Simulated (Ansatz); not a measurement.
**Run report: C₂H₃AlO, nudged elastic band (part 1 of 2)**

System: C₂H₃AlO.
Method: RKS r2SCAN/def2-SVP (Ansatz 0.2.0).

The run did not end well. One setting was made poor on purpose. It belongs to a series of runs on one base structure; here: band between the two ends.

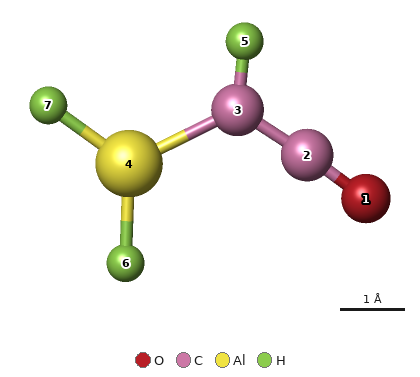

*The structure as given in the input (ball-and-stick view, seen on its broad side; atoms are numbered from 1 in the order of the input). Sticks mark near contacts.*

Bond lengths as drawn: Al–C 1.92 Å, Al–H 1.58 to 1.59 Å, C–C 1.32 Å, C–H 1.10 Å and C–O 1.16 Å.

**What the run reported**

| quantity | value |
| --- | --- |
| outcome | not converged |
| barrier, forward (band not converged) | 1.791 eV |
| barrier, backward | 0.438 eV |
| hardware | 2 threads of Intel Xeon @ 2.90GHz (Ice Lake), 16 GiB of memory available, shared host |
| wall time | 6.3 min (CPU time 11 min) |
| peak memory | 0.17 GiB |

The run did not converge: “NEB band did not converge after 60 iterations: max|band force component| = 4.91e-1 eV/Å (threshold 5.0e-2); raise `neb.max_iterations` in a new run, which can start from the last band evaluated (`neb.initial_path`, with `crystal.atoms` and `neb.final_atoms` set to its first and last images), add images, or start from endpoints closer to local minima …” Its last values are not results. A deliberately poor setting: few images.

**Input**
```yaml
crystal:
  periodic: [false, false, false]
  atoms:
    - { symbol: O, position_ang: [-0.442423, -2.015732, 1.631157] }
    - { symbol: C, position_ang: [0.083179, -1.305932, 0.872133] }
    - { symbol: C, position_ang: [0.613667, -0.456078, 0.012673] }
    - { symbol: Al, position_ang: [-0.373988, 1.083703, -0.571455] }
    - { symbol: H, position_ang: [1.628053, -0.668617, -0.345163] }
    - { symbol: H, position_ang: [-1.834151, 1.302694, 0.00538] }
    - { symbol: H, position_ang: [0.325662, 2.059961, -1.604724] }
basis:
  gaussian: { orbitals: def2-SVP }
hamiltonian:
  xc: r2scan
neb:
  order_check: false
  images: 3
  f_tol: 0.05
  max_iterations: 60
  climbing: true
  final_atoms:
    - { symbol: O, position_ang: [-0.83470544, -0.99641464, 1.25937884] }
    - { symbol: C, position_ang: [0.12468224, -0.90380511, 0.59498706] }
    - { symbol: C, position_ang: [1.11104302, -0.72994957, -0.25637373] }
    - { symbol: Al, position_ang: [0.8799825, 0.14104614, -2.02152502] }
    - { symbol: H, position_ang: [2.12111583, -1.06882091, 0.00379018] }
    - { symbol: H, position_ang: [-1.67151502, 2.07313492, -0.02803798] }
    - { symbol: H, position_ang: [-1.73060412, 1.48480817, 0.44778164] }
  initial_path:
    images:
      - { positions_ang: [[-0.442423, -2.015732, 1.631157], [0.083179, -1.305932, 0.872133], [0.613667, -0.456078, 0.012673], [-0.373988, 1.083703, -0.571455], [1.628053, -0.668617, -0.345163], [-1.834151, 1.302694, 0.00538], [0.325662, 2.059961, -1.604724]] }
      - { positions_ang: [[-0.35359729, -1.94856825, 1.57912109], [0.12373347, -1.22416896, 0.80582113], [0.57851864, -0.35832646, -0.05812468], [-0.49967415, 1.15672907, -0.61248126], [1.57473825, -0.49942022, -0.46709283], [-1.93284014, 1.39214207, -0.02682026], [0.50912021, 1.48161176, -1.22042219]] }
      - { positions_ang: [[-0.26477158, -1.88140451, 1.52708519], [0.16428795, -1.14240592, 0.73950926], [0.54337028, -0.26057492, -0.12892236], [-0.62536029, 1.22975513, -0.65350753], [1.5214235, -0.33022344, -0.58902267], [-2.03152927, 1.48159014, -0.05902052], [0.69257842, 0.90326251, -0.83612038]] }
      - { positions_ang: [[-0.54973851, -1.43890957, 1.39323201], [0.14448509, -1.02310551, 0.66724816], [0.82720665, -0.49526225, -0.19264804], [0.1273111, 0.68540064, -1.33751627], [1.82126966, -0.69952218, -0.29261624], [-1.85152215, 1.77736253, -0.04352925], [-0.51901285, 1.19403534, -0.19416937]] }
      - { positions_ang: [[-0.83470544, -0.99641464, 1.25937884], [0.12468224, -0.90380511, 0.59498706], [1.11104302, -0.72994957, -0.25637373], [0.8799825, 0.14104614, -2.02152502], [2.12111583, -1.06882091, 0.00379018], [-1.67151502, 2.07313492, -0.02803798], [-1.73060412, 1.48480817, 0.44778164]] }
```

Run as:
```bash
ansatz run input.yaml --threads 2 --pin off --max-ram 3072MiB --backend cpu --events-out ev --progress --plain --runs-dir out
```

**The program's output**
```
Engine: ansatz 0.2.0, x86_64-unknown-linux-gnu
Functional definition: r2SCAN
  parameter k0 = 0.174
  parameter k1 = 0.065
  parameter a1 = 4.9479
  exchange = r2scan_x(k0 = k0, k1 = k1, a1 = a1)
  correlation = r2scan_c
826 factors; their error is unknown
mean field evaluation 1: about -10751.9915 eV, gradient 4.9e1 eV
mean field evaluation 2: about -10744.4549 eV, gradient 6.8e1 eV
mean field evaluation 4: about -10757.4528 eV, gradient 1.2e1 eV
mean field evaluation 8: about -10757.7921 eV, gradient 1.9e-1 eV
mean field evaluation 16: about -10757.7573 eV, gradient 2.9e-5 eV
mean field -10757.75728124 eV, -395.3402882157 hartree, gradient 2.9e-5 eV, S^2 0.000000; 0 other end points of the search recorded, 0 dependent functions left out
the calculation of the forces begins
reference -10757.75729122 eV, -395.3402885826 hartree; 18, 18 occupied and 57, 57 virtual orbitals, 826 factors
826 factors; their error is unknown
mean field evaluation 32: about -10756.4040 eV, gradient 1.3e-3 eV
mean field -10756.40403023 eV, -395.2905571585 hartree, gradient 2.2e-5 eV, S^2 0.000000; 0 other end points of the search recorded, 0 dependent functions left out
[... from here on the field's lines of each further geometry are left out, up to the last ...]
NEB iter   1: max|band force component| = 8.729e0 eV/Å  barrier→ = 6.1818 eV  barrier← = 4.8285 eV  Δτ_max = 0.2000 Å  (161 SCF iters)
NEB iter   2: max|band force component| = 3.543e0 eV/Å  barrier→ = 3.9746 eV  barrier← = 2.6213 eV  Δτ_max = 0.2000 Å  (101 SCF iters)
NEB iter   3: max|band force component| = 4.422e0 eV/Å  barrier→ = 3.9717 eV  barrier← = 2.6185 eV  Δτ_max = 0.2000 Å  (104 SCF iters)
NEB iter   4: max|band force component| = 4.380e0 eV/Å  barrier→ = 3.7906 eV  barrier← = 2.4373 eV  Δτ_max = 0.0842 Å  (97 SCF iters)
NEB iter   5: max|band force component| = 4.087e0 eV/Å  barrier→ = 3.5482 eV  barrier← = 2.1949 eV  Δτ_max = 0.2000 Å  (96 SCF iters)
NEB iter   6: max|band force component| = 4.188e0 eV/Å  barrier→ = 3.0758 eV  barrier← = 1.7226 eV  Δτ_max = 0.2000 Å  (101 SCF iters)
NEB iter   7: max|band force component| = 5.876e0 eV/Å  barrier→ = 3.2657 eV  barrier← = 1.9124 eV  Δτ_max = 0.1002 Å  (99 SCF iters)
NEB iter   8: max|band force component| = 2.735e0 eV/Å  barrier→ = 2.8388 eV  barrier← = 1.4855 eV  Δτ_max = 0.2000 Å  (92 SCF iters)
NEB iter   9: max|band force component| = 1.765e0 eV/Å  barrier→ = 2.6086 eV  barrier← = 1.2553 eV  Δτ_max = 0.1947 Å  (97 SCF iters)
NEB iter  10: max|band force component| = 1.002e0 eV/Å  barrier→ = 2.4677 eV  barrier← = 1.1145 eV  Δτ_max = 0.1943 Å  (97 SCF iters)
NEB iter  11: max|band force component| = 8.879e-1 eV/Å  barrier→ = 2.3534 eV  barrier← = 1.0002 eV  Δτ_max = 0.2000 Å  (92 SCF iters)
NEB iter  12: max|band force component| = 8.999e-1 eV/Å  barrier→ = 2.2422 eV  barrier← = 0.8890 eV  Δτ_max = 0.0981 Å  (96 SCF iters)
NEB iter  13: max|band force component| = 4.711e-1 eV/Å  barrier→ = 2.1145 eV  barrier← = 0.7612 eV  CI = image 2  Δτ_max = 0.0999 Å  (92 SCF iters)
NEB iter  14: max|band force component| = 7.443e-1 eV/Å  barrier→ = 2.0914 eV  barrier← = 0.7381 eV  CI = image 2  Δτ_max = 0.0494 Å  (92 SCF iters)
NEB iter  15: max|band force component| = 7.216e-1 eV/Å  barrier→ = 2.0877 eV  barrier← = 0.7345 eV  CI = image 2  Δτ_max = 0.1005 Å  (93 SCF iters)
NEB iter  16: max|band force component| = 6.871e-1 eV/Å  barrier→ = 2.0538 eV  barrier← = 0.7005 eV  CI = image 2  Δτ_max = 0.1891 Å  (90 SCF iters)
NEB iter  17: max|band force component| = 4.090e-1 eV/Å  barrier→ = 1.9639 eV  barrier← = 0.6106 eV  CI = image 2  Δτ_max = 0.1946 Å  (95 SCF iters)
NEB iter  18: max|band force component| = 2.568e-1 eV/Å  barrier→ = 1.9400 eV  barrier← = 0.5867 eV  CI = image 2  Δτ_max = 0.2000 Å  (92 SCF iters)
NEB iter  19: max|band force component| = 3.380e-1 eV/Å  barrier→ = 1.9398 eV  barrier← = 0.5866 eV  CI = image 2  Δτ_max = 0.0983 Å  (90 SCF iters)
NEB iter  20: max|band force component| = 2.652e-1 eV/Å  barrier→ = 1.9329 eV  barrier← = 0.5796 eV  CI = image 2  Δτ_max = 0.0985 Å  (90 SCF iters)
NEB iter  21: max|band force component| = 1.520e-1 eV/Å  barrier→ = 1.9280 eV  barrier← = 0.5748 eV  CI = image 2  Δτ_max = 0.0992 Å  (91 SCF iters)
NEB iter  22: max|band force component| = 2.008e-1 eV/Å  barrier→ = 1.9241 eV  barrier← = 0.5709 eV  CI = image 2  Δτ_max = 0.0995 Å  (91 SCF iters)
NEB iter  23: max|band force component| = 2.578e-1 eV/Å  barrier→ = 1.9200 eV  barrier← = 0.5667 eV  CI = image 2  Δτ_max = 0.0996 Å  (90 SCF iters)
NEB iter  24: max|band force component| = 2.952e-1 eV/Å  barrier→ = 1.9145 eV  barrier← = 0.5613 eV  CI = image 2  Δτ_max = 0.0997 Å  (90 SCF iters)
NEB iter  25: max|band force component| = 2.992e-1 eV/Å  barrier→ = 1.9066 eV  barrier← = 0.5534 eV  CI = image 2  Δτ_max = 0.1004 Å  (89 SCF iters)
NEB iter  26: max|band force component| = 3.293e-1 eV/Å  barrier→ = 1.8968 eV  barrier← = 0.5435 eV  CI = image 2  Δτ_max = 0.2000 Å  (91 SCF iters)
NEB iter  27: max|band force component| = 4.440e-1 eV/Å  barrier→ = 1.8734 eV  barrier← = 0.5202 eV  CI = image 2  Δτ_max = 0.1986 Å  (91 SCF iters)
NEB iter  28: max|band force component| = 7.081e-1 eV/Å  barrier→ = 1.8525 eV  barrier← = 0.4992 eV  CI = image 2  Δτ_max = 0.1990 Å  (91 SCF iters)
NEB iter  29: max|band force component| = 3.183e-1 eV/Å  barrier→ = 1.8673 eV  barrier← = 0.5141 eV  CI = image 2  Δτ_max = 0.1972 Å  (91 SCF iters)
NEB iter  30: max|band force component| = 3.677e-1 eV/Å  barrier→ = 1.8370 eV  barrier← = 0.4838 eV  CI = image 2  Δτ_max = 0.1987 Å  (91 SCF iters)
NEB iter  31: max|band force component| = 3.550e-1 eV/Å  barrier→ = 1.8841 eV  barrier← = 0.5309 eV  CI = image 2  Δτ_max = 0.1979 Å  (92 SCF iters)
NEB iter  32: max|band force component| = 3.754e-1 eV/Å  barrier→ = 1.8524 eV  barrier← = 0.4991 eV  CI = image 2  Δτ_max = 0.1982 Å  (91 SCF iters)
NEB iter  33: max|band force component| = 4.842e-1 eV/Å  barrier→ = 1.9054 eV  barrier← = 0.5521 eV  CI = image 2  Δτ_max = 0.1990 Å  (92 SCF iters)
NEB iter  34: max|band force component| = 4.865e-1 eV/Å  barrier→ = 1.8643 eV  barrier← = 0.5110 eV  CI = image 2  Δτ_max = 0.1996 Å  (91 SCF iters)
NEB iter  35: max|band force component| = 5.974e-1 eV/Å  barrier→ = 1.8973 eV  barrier← = 0.5440 eV  CI = image 2  Δτ_max = 0.2000 Å  (93 SCF iters)
NEB iter  36: max|band force component| = 5.168e-1 eV/Å  barrier→ = 1.8441 eV  barrier← = 0.4909 eV  CI = image 2  Δτ_max = 0.1914 Å  (92 SCF iters)
NEB iter  37: max|band force component| = 4.778e-1 eV/Å  barrier→ = 1.8898 eV  barrier← = 0.5366 eV  CI = image 2  Δτ_max = 0.0996 Å  (93 SCF iters)
NEB iter  38: max|band force component| = 4.557e-1 eV/Å  barrier→ = 1.8661 eV  barrier← = 0.5128 eV  CI = image 2  Δτ_max = 0.1967 Å  (92 SCF iters)
NEB iter  39: max|band force component| = 4.826e-1 eV/Å  barrier→ = 1.8120 eV  barrier← = 0.4588 eV  CI = image 2  Δτ_max = 0.1982 Å  (91 SCF iters)
NEB iter  40: max|band force component| = 5.309e-1 eV/Å  barrier→ = 1.8005 eV  barrier← = 0.4473 eV  CI = image 2  Δτ_max = 0.1991 Å  (92 SCF iters)
NEB iter  41: max|band force component| = 8.088e-1 eV/Å  barrier→ = 1.8381 eV  barrier← = 0.4849 eV  CI = image 2  Δτ_max = 0.1995 Å  (93 SCF iters)
NEB iter  42: max|band force component| = 6.517e-1 eV/Å  barrier→ = 1.8101 eV  barrier← = 0.4568 eV  CI = image 2  Δτ_max = 0.1977 Å  (98 SCF iters)
NEB iter  43: max|band force component| = 8.143e-1 eV/Å  barrier→ = 1.8261 eV  barrier← = 0.4729 eV  CI = image 2  Δτ_max = 0.1960 Å  (93 SCF iters)
NEB iter  44: max|band force component| = 7.108e-1 eV/Å  barrier→ = 1.9008 eV  barrier← = 0.5475 eV  CI = image 2  Δτ_max = 0.1969 Å  (91 SCF iters)
NEB iter  45: max|band force component| = 3.000e-1 eV/Å  barrier→ = 1.8184 eV  barrier← = 0.4651 eV  CI = image 2  Δτ_max = 0.1990 Å  (92 SCF iters)
NEB iter  46: max|band force component| = 1.230e0 eV/Å  barrier→ = 1.9142 eV  barrier← = 0.5610 eV  CI = image 2  Δτ_max = 0.1001 Å  (93 SCF iters)
NEB iter  47: max|band force component| = 8.930e-1 eV/Å  barrier→ = 1.8469 eV  barrier← = 0.4937 eV  CI = image 2  Δτ_max = 0.1983 Å  (92 SCF iters)
NEB iter  48: max|band force component| = 3.244e-1 eV/Å  barrier→ = 1.7914 eV  barrier← = 0.4381 eV  CI = image 2  Δτ_max = 0.1995 Å  (92 SCF iters)
NEB iter  49: max|band force component| = 7.132e-1 eV/Å  barrier→ = 1.8403 eV  barrier← = 0.4870 eV  CI = image 2  Δτ_max = 0.2000 Å  (92 SCF iters)
NEB iter  50: max|band force component| = 1.569e0 eV/Å  barrier→ = 1.9617 eV  barrier← = 0.6084 eV  CI = image 2  Δτ_max = 0.1823 Å  (93 SCF iters)
NEB iter  51: max|band force component| = 1.152e0 eV/Å  barrier→ = 1.9656 eV  barrier← = 0.6124 eV  CI = image 2  Δτ_max = 0.0907 Å  (92 SCF iters)
NEB iter  52: max|band force component| = 7.053e-1 eV/Å  barrier→ = 1.8830 eV  barrier← = 0.5298 eV  CI = image 2  Δτ_max = 0.1826 Å  (92 SCF iters)
NEB iter  53: max|band force component| = 7.461e-1 eV/Å  barrier→ = 1.8512 eV  barrier← = 0.4979 eV  CI = image 2  Δτ_max = 0.1846 Å  (92 SCF iters)
NEB iter  54: max|band force component| = 7.023e-1 eV/Å  barrier→ = 1.9387 eV  barrier← = 0.5855 eV  CI = image 2  Δτ_max = 0.0910 Å  (94 SCF iters)
NEB iter  55: max|band force component| = 4.792e-1 eV/Å  barrier→ = 1.8928 eV  barrier← = 0.5395 eV  CI = image 2  Δτ_max = 0.1802 Å  (93 SCF iters)
NEB iter  56: max|band force component| = 5.019e-1 eV/Å  barrier→ = 1.8178 eV  barrier← = 0.4646 eV  CI = image 2  Δτ_max = 0.1821 Å  (91 SCF iters)
NEB iter  57: max|band force component| = 4.637e-1 eV/Å  barrier→ = 1.7938 eV  barrier← = 0.4406 eV  CI = image 2  Δτ_max = 0.0921 Å  (93 SCF iters)
NEB iter  58: max|band force component| = 6.657e-1 eV/Å  barrier→ = 1.8440 eV  barrier← = 0.4907 eV  CI = image 2  Δτ_max = 0.0914 Å  (94 SCF iters)
```
